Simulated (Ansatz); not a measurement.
**CH2BN (SMILES BC#N): methods side by side**

CH2BN: 5 atoms, total charge 0, spin state singlet. As SMILES, `BC#N`. The shape is that of a PBE0-D4/def2-TZVP optimisation.

```xyz
5

B    -0.2192    0.4413   -0.3419
C     0.3527   -0.6967    0.4907
N     0.7865   -1.5596    1.1222
H    -0.7443    0.1874   -1.3776
H    -0.1259    1.5540    0.0653
```

Quantity: the energy change with the B1–C2 bond stretched from 1.522 to 1.902 Å, in eV. The values are calculated.

| level | kind | program | value (eV) | less FCI/STO-3G | CPU time (all runs) |
| --- | --- | --- | --- | --- | --- |
| HF/STO-3G (restricted) | Hartree–Fock | Ansatz | 1.47 | +0.29 | 0.16 s |
| PBE/STO-3G (restricted) | GGA | Ansatz | 1.27 | +0.09 | 1.7 s |
| revPBE/STO-3G (restricted) | GGA | Ansatz | 1.22 | +0.04 | 1.7 s |
| r2SCAN/STO-3G (restricted) | meta-GGA | Ansatz | 1.34 | +0.16 | 4 s |
| PBE0/STO-3G (restricted) | global hybrid | Ansatz | 1.38 | +0.20 | 1.7 s |
| wB97X/STO-3G (restricted) | range-separated hybrid | Ansatz | 1.33 | +0.15 | 7.7 s |
| B2PLYP/STO-3G (restricted) | double hybrid | Ansatz | 1.30 | +0.12 | 2.4 s |
| RPA@PBE/STO-3G (restricted) | RPA | Ansatz | 1.08 | -0.10 | 2.6 s |
| CCSD(T)/STO-3G (restricted) | coupled cluster or CI | Ansatz | 1.19 | +0.01 | 0.3 s |
| FCI/STO-3G | exact in the basis | Ansatz | 1.18 | 0.00 | 2.8 min |

FCI/STO-3G is exact within its basis and frozen core, so for wave-function methods in that basis the difference is their error; functionals converge differently with the basis, so for them it is only a difference. The first shape isn't each level's own minimum. The values span 1.08 to 1.47 eV. All rows use very small basis sets, so even the best lies far from the true value. CPU times are rough (shared hosts, several kinds of processor): they show what a rung costs within a factor of a few.

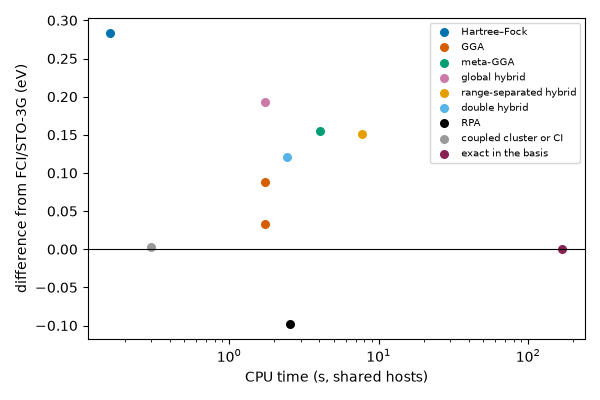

Difference from FCI/STO-3G against processor time, one point a level.
